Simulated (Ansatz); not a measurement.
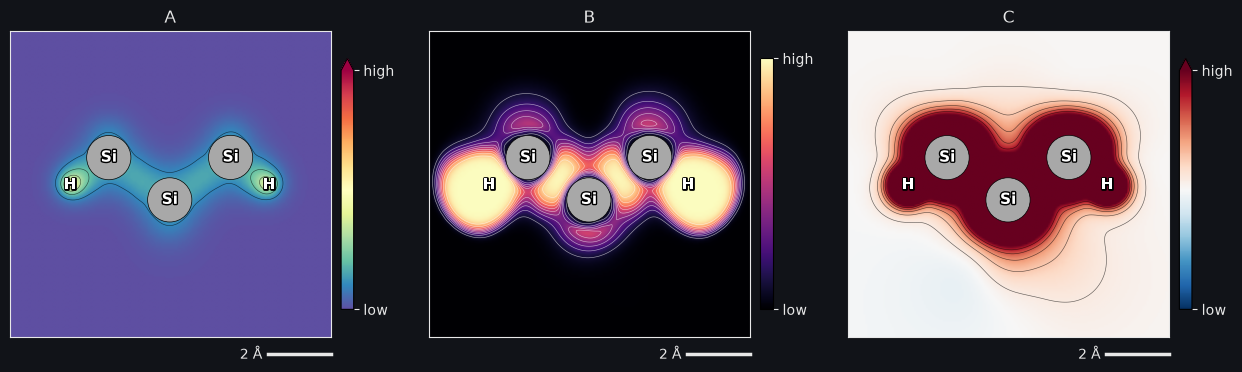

H₁₀SSi₄: 3 fields on the plane of atoms Si4, Si3 and Si5, with unlabelled colour scales. Grey discs cover the atomic cores.

Geometry: r2SCAN-D4/def2-SVP.

Theory: isolated molecule in a Gaussian basis; Kohn-Sham density functional theory, functional PBE0 in Ansatz.

Q: Which field does each panel show? The fields are: electron density, electron localisation function and electrostatic potential.

A: Panel A: electron density. Panel B: electron localisation function. Panel C: electrostatic potential (strongly positive close to the atoms and fading to about zero outside). From the grid: Si–Si (2.35 Å): ρ is about 0.62 e/Å³ halfway; the ELF peaks at about 1 between the atoms: a shared electron pair. Si–H (1.49 Å): the density is about 0.76 e/Å³ at the midpoint; the ELF climbs to about 1 towards the hydrogen, as it does in any bond to H.
